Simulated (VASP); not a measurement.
Band structure of InP (space group P6_3mc). Computed with modified Becke-Johnson potential (mBJ) with spin-orbit coupling, VASP's PBE PAW potentials (set 64) (plane waves; VASP).

mBJ is a potential without an energy functional, so only the levels count.

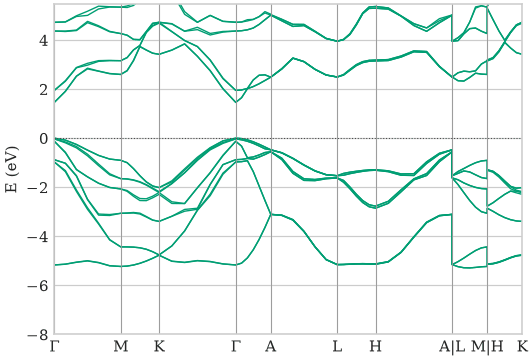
Fig. 1. Bands along high-symmetry lines, zero at the valence-band maximum or, without a gap, the Fermi level

### Question
Read the plot: is there a gap, and where are the band edges?

### Answer
The gap is direct, 1.46 eV, from the valence maximum at Γ to the conduction minimum at Γ.

The structure comes from a computed database's InP entry (P6_3mc); how it stands against other phases isn't given here. It was relaxed first. The k-mesh is coarse (spacing up to 0.43 per Å, 2π included), so the numbers may not be converged in it. The cell's shape comes from a PBE relaxation.
